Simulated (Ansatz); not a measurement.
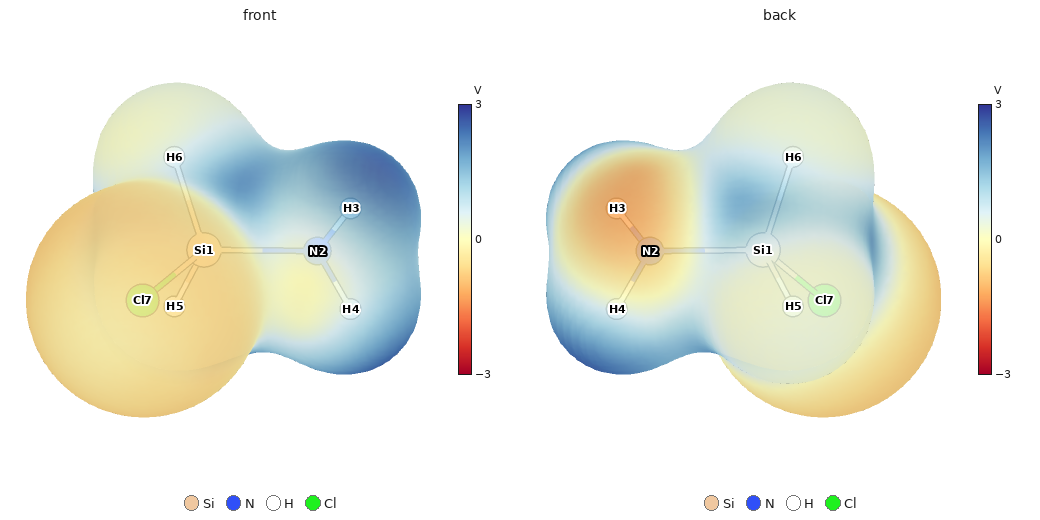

*ClH4NSi. The electrostatic potential painted on the density surface at 0.004 e/bohr³, seen from the front and from behind; red is negative and blue positive.*

Computed with RKS r2SCANh-D4/def2-SVP in Ansatz 0.2.0.

```xyz
7

Si   -0.0103    0.0235    0.0616
N     0.0553    0.1417    1.7677
H    -0.7991    0.2396    2.3040
H     0.7444   -0.3896    2.2873
H     1.3702    0.1412   -0.4643
H    -0.9167    1.0813   -0.4444
Cl   -0.7579   -1.7845   -0.6736
```

Question: Which sites attract a positive test charge, and which a negative one?

Answer: A positive charge is drawn to the negative regions and a negative charge to the positive ones. The most negative region (about −1.2 V) lies over N2, the most positive (about +2.5 V) over H3 and H4. N2 is the likeliest acceptor of a hydrogen bond.
